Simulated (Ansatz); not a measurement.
The starting structures come from a database of crystals and need not be the phases stable at ambient conditions.

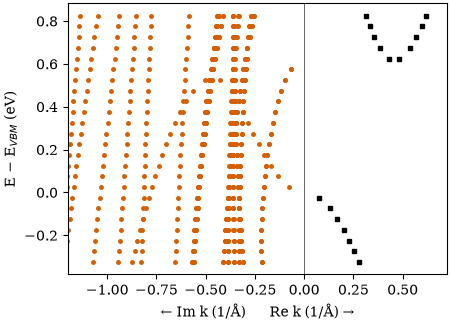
Figure: Complex bands at the centre of the two-dimensional zone; PBEsol (Ansatz, a quantum-chemistry and plane-wave program)

No gap correction and no spin-orbit coupling; mid-gap values are interpolated between computed energies.

Task: This is NaNbSe$_{2}$ (P6_3/mmc, not sure to be the ambient phase, 8 atoms a cell, 20.5 Å³ an atom, -3 GPa at this level) along the normal of (100). Read off the slowest decay at the centre of the two-dimensional zone at 0.28 eV, the computed energy nearest the middle of the gap.

Result: κ ≈ 0.17 1/Å, a decay length 1/(2κ) of the density of 2.9 Å.
